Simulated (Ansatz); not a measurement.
# Al16P: nudged elastic band (part 1 of 2)

- system: Al16P (slab, 17 atoms in the cell)
- method: DFT LDA, scalar-relativistic, plane waves, PAW, no spin polarisation (Ansatz 0.2.0)

One setting was made poor on purpose. The input holds or restrains some coordinates. It belongs to a series of runs on one base structure; here: band between the two ends.

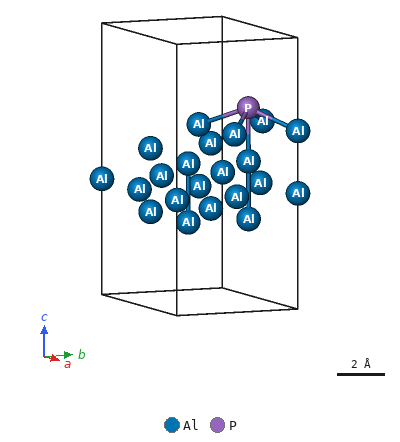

**Figure 1.** The structure as given in the input (ball-and-stick view of the cell of the calculation, with the vacuum cut short, seen slightly off an axis).

**Key numbers**

| quantity | value |
| --- | --- |
| outcome | converged under the restraints of the input |
| barrier, forward | 0.453 eV |
| barrier, backward | 0.453 eV |
| electrons treated | 53 |
| hardware | 1 thread of Intel Xeon (Sapphire Rapids), 16 GiB of memory available, shared host |
| wall time | 2.3 min |
| peak memory | 0.78 GiB |

A deliberately poor setting: few iterations. The order of the saddle point was not checked.

**Input file**
```yaml
crystal:
  lattice:
    - [8.1, 0.0, 0.0]
    - [0.0, 5.727565, 0.0]
    - [0.0, 0.0, 15.295674]
  atoms:
    - { symbol: Al, position: [0.25, 0.25, 0.065378] }
    - { symbol: Al, position: [0.75, 0.25, 0.065378] }
    - { symbol: Al, position: [0.25, 0.75, 0.065378] }
    - { symbol: Al, position: [0.75, 0.75, 0.065378] }
    - { symbol: Al, position: [0.00064685, 0.00289971, 0.14909703] }
    - { symbol: Al, position: [0.49934942, 0.00292054, 0.14899246] }
    - { symbol: Al, position: [0.00088385, 0.49676344, 0.14923242] }
    - { symbol: Al, position: [0.49912839, 0.4967023, 0.14912762] }
    - { symbol: Al, position: [0.24991114, 0.2492012, 0.24684385] }
    - { symbol: Al, position: [0.75009765, 0.24967813, 0.23353269] }
    - { symbol: Al, position: [0.25003369, 0.74979768, 0.25177101] }
    - { symbol: Al, position: [0.74988474, 0.74940662, 0.23040206] }
    - { symbol: Al, position: [-0.01427988, 0.01260705, 0.32670565] }
    - { symbol: Al, position: [0.51427943, 0.01291959, 0.3266025] }
    - { symbol: Al, position: [-0.01377698, 0.48607742, 0.32674556] }
    - { symbol: Al, position: [0.51375497, 0.4856694, 0.32663816] }
    - { symbol: P, position: [0.74905987, 0.7485315, 0.3839245] }
basis:
  ecutwfc: 420.0
kpoints:
  mp_grid: { grid: [2, 3, 1] }
hamiltonian:
  xc: lda
scf:
  occupations: { method: fermi_dirac, width: 0.05 }
  lower_state_search: "off"
  max_iter: 79
neb:
  images: 3
  f_tol: 0.05
  max_iterations: 6
  order_check: false
  constraints: [{ sites: [0, 1, 2, 3] }]
  final_atoms:
    - { symbol: Al, position: [0.25, 0.25, 0.065378] }
    - { symbol: Al, position: [0.75, 0.25, 0.065378] }
    - { symbol: Al, position: [0.25, 0.75, 0.065378] }
    - { symbol: Al, position: [0.75, 0.75, 0.065378] }
    - { symbol: Al, position: [0.00088385, -0.00323657, 0.14923242] }
    - { symbol: Al, position: [0.49912839, -0.00329771, 0.14912762] }
    - { symbol: Al, position: [0.00064685, 0.5028997, 0.14909703] }
    - { symbol: Al, position: [0.49934942, 0.50292053, 0.14899246] }
    - { symbol: Al, position: [0.25003369, 0.24979767, 0.25177101] }
    - { symbol: Al, position: [0.74988474, 0.24940661, 0.23040206] }
    - { symbol: Al, position: [0.24991114, 0.74920119, 0.24684385] }
    - { symbol: Al, position: [0.75009765, 0.74967812, 0.23353269] }
    - { symbol: Al, position: [-0.01377698, -0.01392259, 0.32674556] }
    - { symbol: Al, position: [0.51375497, -0.01433061, 0.32663816] }
    - { symbol: Al, position: [-0.01427988, 0.51260704, 0.32670565] }
    - { symbol: Al, position: [0.51427943, 0.51291958, 0.3266025] }
    - { symbol: P, position: [0.74905987, 1.24853149, 0.3839245] }
```

Command:
```bash
ansatz run input.yaml --threads 1 --pin off --max-ram 3072MiB --backend cpu --events-out ev --progress --plain --runs-dir out
```

**Output**
```
Warning: neb: disabling space-group detection — the band's intermediate images generally break the endpoint symmetry, so no spatial operation reduces the k-mesh or symmetrises the density, except that a semilocal band can use its path's symmetry ahead of convergence; time reversal is kept, so that k and −k are solved as one point where they differ and the mesh holds both, and exact exchange and, on two spinor components, a DFT+U term hold to it where the run has them: on two components no moment then forms, and a state that bears one, which a typed moment (crystal.atoms[].spin; refused beside efield: under a hybrid functional) reaches, can lie lower, under hf by electronvolts; crystal.symmetry.detect: false (a key that needs symmetry detection or time reversal refuses this as the deck is read) with time_reversal: false beside it drops time reversal too
Engine: ansatz 0.2.0, x86_64-unknown-linux-gnu
Pseudopotentials: kind: paw
Pseudopotential: Al, paw, valence charge 3, recommended cutoff 420 eV (normal), Al.paw.azcp
Pseudopotential: P, paw, valence charge 5, recommended cutoff 420 eV (normal), P.paw.azcp
Functional definition: SPW92
  exchange = slater_x
  correlation = pw_c
NEB image 0
Crystal: 17 atoms, lattice volume = 709.616 Å³
Basis set: ecut = 420 eV, 13895 PW (Γ)
Bands: 44, of which v1, the nominal top of the filled ones, is band 27 counted from 1 (26 counted from 0)
Symmetry: 1 space group operations
k-points: 4 of 6 (time reversal used)
Non-local potential: Al, projectors of the file, l = 0: 2, l = 1: 2, l = 2: 1
Non-local potential: P, projectors of the file, l = 0: 2, l = 1: 2, l = 2: 2
PAW form: soft (Blöchl's): semilocal exchange-correlation on the pseudo side does not see the compensation charge
PAW frozen core: Al, regenerated for the run's functional, and the local potential with it (the file was generated under x = pbe(κ = 0.804, μ = 0.2195149727645171), c = pbe(β = 0.06672455060314922))
PAW frozen core: P, regenerated for the run's functional, and the local potential with it (the file was generated under x = pbe(κ = 0.804, μ = 0.2195149727645171), c = pbe(β = 0.06672455060314922))
PAW one-centre angular grid: Al, 110 points (default); XC on 64 Gauss nodes
PAW one-centre angular grid: P, 110 points (default); XC on 64 Gauss nodes
Initial density: superposition of atomic densities (neutral atoms: chi_scale 0, normalization atom), corrected by the library's trained network
Initial wavefunctions: pseudopotential atomic-orbital guess
Functional: x = slater, c = lda
SCF iter   1: F=—  HF=-8926.500794 eV  |F-HF|=—  |Δ(HF+E_count)|=         —  Δρ=3.45e-3  dr2=4.57e-1  ethr=1.77e-3  ⟨swp⟩=9.5  Hψ=1141  notcnv=0  defer=6
preconditioner: auto → LDOS  [insulator: Δε(μ)=0.250 eV  Ē_g=6.338 eV  σ=0.050 eV  W_gap=0.70  n_scr=66 (ndim 8)  ℏωp=10.1 eV  f_vac=0.431  D(μ)=5.52/eV (n_scr^D=20)  ε∞_Penn≈3.6  β→1.0]
SCF iter   2: F=—  HF=-8926.445682 eV  |F-HF|=—  |Δ(HF+E_count)|=   5.51e-2  Δρ=1.89e-3  dr2=1.39e-1  ethr=8.62e-4  ⟨swp⟩=3.8  Hψ=361  notcnv=0  defer=26
SCF iter   3: F=—  HF=-8926.422231 eV  |F-HF|=—  |Δ(HF+E_count)|=   2.35e-2  Δρ=3.69e-4  dr2=5.18e-3  ethr=2.63e-4  ⟨swp⟩=2.5  Hψ=255  notcnv=0  defer=26
SCF iter   4: F=—  HF=-8926.421394 eV  |F-HF|=—  |Δ(HF+E_count)|=   8.37e-4  Δρ=1.05e-4  dr2=3.19e-4  ethr=9.77e-6  ⟨swp⟩=2.0  Hψ=257  notcnv=0  defer=26
SCF iter   5: F=—  HF=-8926.421376 eV  |F-HF|=—  |Δ(HF+E_count)|=   1.84e-5  Δρ=3.96e-5  dr2=4.73e-5  ethr=6.02e-7  ⟨swp⟩=2.0  Hψ=230  notcnv=0  defer=26
SCF iter   6: F=—  HF=-8926.421381 eV  |F-HF|=—  |Δ(HF+E_count)|=   5.55e-6  Δρ=1.42e-5  dr2=3.05e-6  ethr=8.93e-8  ⟨swp⟩=2.0  Hψ=283  notcnv=0  defer=26
SCF iter   7: F=—  HF=-8926.421381 eV  |F-HF|=—  |Δ(HF+E_count)|=   1.02e-7  Δρ=4.01e-6  dr2=4.73e-7  ethr=5.75e-9  ⟨swp⟩=2.0  Hψ=257  notcnv=0  defer=26
SCF iter   8: F=-8926.421381 eV  HF=-8926.421381 eV  |F-HF|=3.13e-10  |Δ(HF+E_count)|=   8.09e-9  Δρ=1.25e-6  dr2=2.04e-8  ethr=1.89e-10  ⟨swp⟩=5.0  Hψ=622  notcnv=0
SCF 1 converged in 8 iterations: F = -8926.421381 eV  dr2 = 2.04e-8
  greatest PAW one-centre occupation: 0.811 electrons in one spin orbital (limit 2), on the P atom at site 16 (counted from 0), in its partial waves of l = 0
NSCF: frozen V_eff on 4 k-points
NEB image 4
SCF iter   1: F=—  HF=-8926.500755 eV  |F-HF|=—  |Δ(HF+E_count)|=         —  Δρ=3.45e-3  dr2=4.57e-1  ethr=1.77e-3  ⟨swp⟩=9.5  Hψ=1143  notcnv=0  defer=5
SCF iter   2: F=—  HF=-8926.445627 eV  |F-HF|=—  |Δ(HF+E_count)|=   5.51e-2  Δρ=1.89e-3  dr2=1.39e-1  ethr=8.62e-4  ⟨swp⟩=3.8  Hψ=361  notcnv=0  defer=26
SCF iter   3: F=—  HF=-8926.422220 eV  |F-HF|=—  |Δ(HF+E_count)|=   2.34e-2  Δρ=3.67e-4  dr2=5.15e-3  ethr=2.62e-4  ⟨swp⟩=2.5  Hψ=255  notcnv=0  defer=26
SCF iter   4: F=—  HF=-8926.421399 eV  |F-HF|=—  |Δ(HF+E_count)|=   8.21e-4  Δρ=1.05e-4  dr2=3.18e-4  ethr=9.72e-6  ⟨swp⟩=2.0  Hψ=257  notcnv=0  defer=26
SCF iter   5: F=—  HF=-8926.421371 eV  |F-HF|=—  |Δ(HF+E_count)|=   2.86e-5  Δρ=3.97e-5  dr2=4.77e-5  ethr=6.00e-7  ⟨swp⟩=2.0  Hψ=229  notcnv=0  defer=26
SCF iter   6: F=—  HF=-8926.421381 eV  |F-HF|=—  |Δ(HF+E_count)|=   1.06e-5  Δρ=1.39e-5  dr2=2.89e-6  ethr=8.99e-8  ⟨swp⟩=2.0  Hψ=277  notcnv=0  defer=26
SCF iter   7: F=—  HF=-8926.421381 eV  |F-HF|=—  |Δ(HF+E_count)|=   3.81e-8  Δρ=3.96e-6  dr2=4.63e-7  ethr=5.46e-9  ⟨swp⟩=2.0  Hψ=257  notcnv=0  defer=26
SCF iter   8: F=-8926.421381 eV  HF=-8926.421381 eV  |F-HF|=5.35e-10  |Δ(HF+E_count)|=   8.92e-9  Δρ=1.26e-6  dr2=2.06e-8  ethr=1.89e-10  ⟨swp⟩=5.0  Hψ=622  notcnv=0
SCF 2 converged in 8 iterations: F = -8926.421381 eV  dr2 = 2.06e-8
NSCF: frozen V_eff on 4 k-points
NEB end point (image 0): max|allowed force component| = 1.132e-2 eV/Å (the criterion of neb.relax_end_points is 1.000e-2)
NEB end point (image 4): max|allowed force component| = 1.132e-2 eV/Å (the criterion of neb.relax_end_points is 1.000e-2)
NEB image 1
SCF iter   1: F=—  HF=-8925.908871 eV  |F-HF|=—  |Δ(HF+E_count)|=         —  Δρ=3.61e-3  dr2=5.35e-1  ethr=1.77e-3  ⟨swp⟩=9.2  Hψ=1154  notcnv=0  defer=2
preconditioner: auto → LDOS  [insulator: Δε(μ)=0.207 eV  Ē_g=6.325 eV  σ=0.050 eV  W_gap=0.70  n_scr=66 (ndim 8)  ℏωp=10.1 eV  f_vac=0.431  D(μ)=5.87/eV (n_scr^D=20)  ε∞_Penn≈3.6  β→1.0]
SCF iter   2: F=—  HF=-8925.846063 eV  |F-HF|=—  |Δ(HF+E_count)|=   6.28e-2  Δρ=2.04e-3  dr2=1.44e-1  ethr=1.01e-3  ⟨swp⟩=3.5  Hψ=343  notcnv=0  defer=26
SCF iter   3: F=—  HF=-8925.821239 eV  |F-HF|=—  |Δ(HF+E_count)|=   2.48e-2  Δρ=4.49e-4  dr2=1.04e-2  ethr=2.71e-4  ⟨swp⟩=2.0  Hψ=252  notcnv=0  defer=26
SCF iter   4: F=—  HF=-8925.820146 eV  |F-HF|=—  |Δ(HF+E_count)|=   1.09e-3  Δρ=1.58e-4  dr2=7.40e-4  ethr=1.96e-5  ⟨swp⟩=2.2  Hψ=257  notcnv=0  defer=26
SCF iter   5: F=—  HF=-8925.820059 eV  |F-HF|=—  |Δ(HF+E_count)|=   8.70e-5  Δρ=6.85e-5  dr2=2.26e-4  ethr=1.40e-6  ⟨swp⟩=2.0  Hψ=209  notcnv=0  defer=26
SCF iter   6: F=—  HF=-8925.820032 eV  |F-HF|=—  |Δ(HF+E_count)|=   2.63e-5  Δρ=2.59e-5  dr2=1.94e-5  ethr=4.27e-7  ⟨swp⟩=2.5  Hψ=239  notcnv=0  defer=26
SCF iter   7: F=—  HF=-8925.820049 eV  |F-HF|=—  |Δ(HF+E_count)|=   1.69e-5  Δρ=1.11e-5  dr2=2.42e-6  ethr=3.66e-8  ⟨swp⟩=2.0  Hψ=260  notcnv=0  defer=26
SCF iter   8: F=—  HF=-8925.820049 eV  |F-HF|=—  |Δ(HF+E_count)|=   2.37e-7  Δρ=4.03e-6  dr2=4.62e-7  ethr=4.57e-9  ⟨swp⟩=2.0  Hψ=260  notcnv=0  defer=26
[...]
  greatest PAW one-centre occupation: 0.813 electrons in one spin orbital (limit 2), on the P atom at site 16 (counted from 0), in its partial waves of l = 0
NEB image 2
preconditioner: auto → LDOS  [insulator: Δε(μ)=0.220 eV  Ē_g=6.308 eV  σ=0.050 eV  W_gap=0.65  n_scr=66 (ndim 8)  ℏωp=10.1 eV  f_vac=0.430  D(μ)=10.32/eV (n_scr^D=56)  ε∞_Penn≈3.6  β→1.0]
  greatest PAW one-centre occupation: 0.815 electrons in one spin orbital (limit 2), on the P atom at site 16 (counted from 0), in its partial waves of l = 0
NEB image 3
preconditioner: auto → LDOS  [insulator: Δε(μ)=0.206 eV  Ē_g=6.325 eV  σ=0.050 eV  W_gap=0.70  n_scr=66 (ndim 8)  ℏωp=10.1 eV  f_vac=0.431  D(μ)=5.89/eV (n_scr^D=20)  ε∞_Penn≈3.6  β→1.0]
NEB iter   1: max|band force component| = 3.075e0 eV/Å  barrier→ = 1.5077 eV  barrier← = 1.5077 eV  Δτ_max = 0.2000 Å  (43 SCF iters)
NEB image 1
Initial density: handed on by an earlier stage of this run
Initial wavefunctions: those handed on with the density
preconditioner: auto → LDOS  [insulator: Δε(μ)=0.195 eV  Ē_g=6.310 eV  σ=0.050 eV  W_gap=0.70  n_scr=66 (ndim 8)  ℏωp=10.1 eV  f_vac=0.432  D(μ)=6.06/eV (n_scr^D=22)  ε∞_Penn≈3.6  β→1.0]
NEB image 2
preconditioner: auto → LDOS  [metal: Δε(μ)=0.064 eV  Ē_g=6.311 eV  σ=0.050 eV  W_gap=0.31  n_scr=66 (ndim 8)  ℏωp=10.1 eV  f_vac=0.434  D(μ)=8.54/eV (n_scr^D=42)  β→1.0]
  greatest PAW one-centre occupation: 0.812 electrons in one spin orbital (limit 2), on the P atom at site 16 (counted from 0), in its partial waves of l = 0
NEB image 3
preconditioner: auto → LDOS  [insulator: Δε(μ)=0.193 eV  Ē_g=6.310 eV  σ=0.050 eV  W_gap=0.70  n_scr=66 (ndim 8)  ℏωp=10.1 eV  f_vac=0.432  D(μ)=6.07/eV (n_scr^D=22)  ε∞_Penn≈3.6  β→1.0]
NEB iter   2: max|band force component| = 9.153e-1 eV/Å  barrier→ = 0.6625 eV  barrier← = 0.6625 eV  Δτ_max = 0.1472 Å  (28 SCF iters)
NEB image 1
preconditioner: auto → LDOS  [insulator: Δε(μ)=0.182 eV  Ē_g=6.318 eV  σ=0.050 eV  W_gap=0.67  n_scr=66 (ndim 8)  ℏωp=10.1 eV  f_vac=0.432  D(μ)=6.14/eV (n_scr^D=22)  ε∞_Penn≈3.6  β→1.0]
  greatest PAW one-centre occupation: 0.814 electrons in one spin orbital (limit 2), on the P atom at site 16 (counted from 0), in its partial waves of l = 0
NEB image 2
preconditioner: auto → LDOS  [metal: Δε(μ)=0.076 eV  Ē_g=6.381 eV  σ=0.050 eV  W_gap=0.33  n_scr=66 (ndim 8)  ℏωp=10.1 eV  f_vac=0.437  D(μ)=8.92/eV (n_scr^D=42)  β→1.0]
  greatest PAW one-centre occupation: 0.810 electrons in one spin orbital (limit 2), on the P atom at site 16 (counted from 0), in its partial waves of l = 0
NEB image 3
preconditioner: auto → LDOS  [insulator: Δε(μ)=0.180 eV  Ē_g=6.318 eV  σ=0.050 eV  W_gap=0.66  n_scr=66 (ndim 8)  ℏωp=10.1 eV  f_vac=0.433  D(μ)=6.16/eV (n_scr^D=22)  ε∞_Penn≈3.6  β→1.0]
NEB iter   3: max|band force component| = 4.758e-1 eV/Å  barrier→ = 0.4904 eV  barrier← = 0.4904 eV  CI = image 2  Δτ_max = 0.0837 Å  (25 SCF iters)
NEB image 1
preconditioner: auto → LDOS  [insulator: Δε(μ)=0.201 eV  Ē_g=6.301 eV  σ=0.050 eV  W_gap=0.72  n_scr=66 (ndim 8)  ℏωp=10.1 eV  f_vac=0.430  D(μ)=6.09/eV (n_scr^D=22)  ε∞_Penn≈3.6  β→1.0]
NEB image 2
preconditioner: auto → LDOS  [metal: Δε(μ)=0.074 eV  Ē_g=6.316 eV  σ=0.050 eV  W_gap=0.35  n_scr=66 (ndim 8)  ℏωp=10.1 eV  f_vac=0.431  D(μ)=8.80/eV (n_scr^D=42)  β→1.0]
NEB image 3
preconditioner: auto → LDOS  [insulator: Δε(μ)=0.198 eV  Ē_g=6.300 eV  σ=0.050 eV  W_gap=0.71  n_scr=66 (ndim 8)  ℏωp=10.1 eV  f_vac=0.430  D(μ)=6.10/eV (n_scr^D=22)  ε∞_Penn≈3.6  β→1.0]
NEB iter   4: max|band force component| = 1.303e-1 eV/Å  barrier→ = 0.4602 eV  barrier← = 0.4602 eV  CI = image 2  Δτ_max = 0.0242 Å  (25 SCF iters)
NEB image 1
preconditioner: auto → LDOS  [insulator: Δε(μ)=0.195 eV  Ē_g=6.305 eV  σ=0.050 eV  W_gap=0.71  n_scr=66 (ndim 8)  ℏωp=10.1 eV  f_vac=0.431  D(μ)=6.12/eV (n_scr^D=22)  ε∞_Penn≈3.6  β→1.0]
NEB image 2
preconditioner: auto → LDOS  [metal: Δε(μ)=0.076 eV  Ē_g=6.326 eV  σ=0.050 eV  W_gap=0.35  n_scr=66 (ndim 8)  ℏωp=10.1 eV  f_vac=0.433  D(μ)=8.10/eV (n_scr^D=38)  β→1.0]
NEB image 3
preconditioner: auto → LDOS  [insulator: Δε(μ)=0.193 eV  Ē_g=6.305 eV  σ=0.050 eV  W_gap=0.70  n_scr=66 (ndim 8)  ℏωp=10.1 eV  f_vac=0.431  D(μ)=6.13/eV (n_scr^D=22)  ε∞_Penn≈3.6  β→1.0]
NEB image 1
NSCF: frozen V_eff on 4 k-points
NEB image 3
NSCF: frozen V_eff on 4 k-points
NEB image 2
NSCF: frozen V_eff on 4 k-points
the band table was solved once a step of the walk had ended and its energy, with any forces and stress, was formed, with the checks that follow a solve (1158 applications of the Hamiltonian). They found nothing against the state; the energy, forces and stress were not computed again (output.eigenvalues in the input reference)
NEB iter   5: max|band force component| = 4.850e-2 eV/Å  barrier→ = 0.4528 eV  barrier← = 0.4528 eV  CI = image 2  Δτ_max = 0.0000 Å  (19 SCF iters)
```

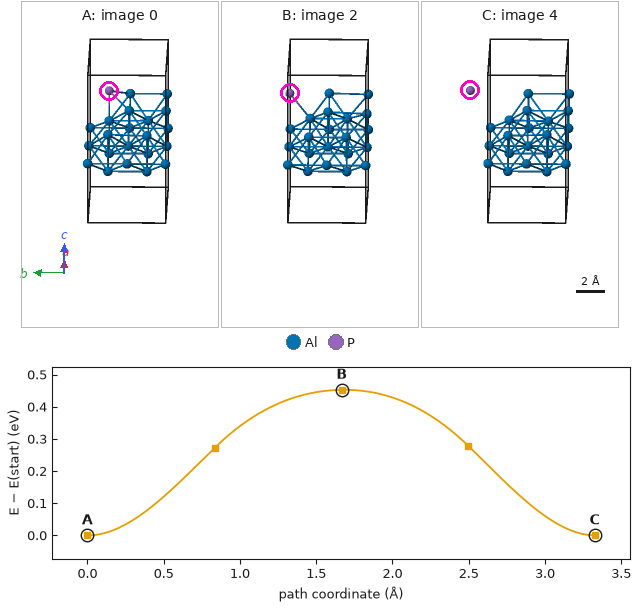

**Figure 2.** Images of the last band (counted from 0; ball-and-stick, simulation cell, with the vacuum cut short, seen at an oblique angle), with the moving atom and its periodic copies ringed, above the energy along the path; the line is a cubic interpolation that uses the forces. The highest image is number 2, 0.453 eV above the start and 0.453 eV above the end (the climbing image); start and end have the same energy. The path is 3.32 Å long, and P17 moves most (2.86 Å). The band converged in 5 iterations. The end points carry forces over 0.1 eV/Å, so they aren't fully relaxed minima and the barriers are approximate.
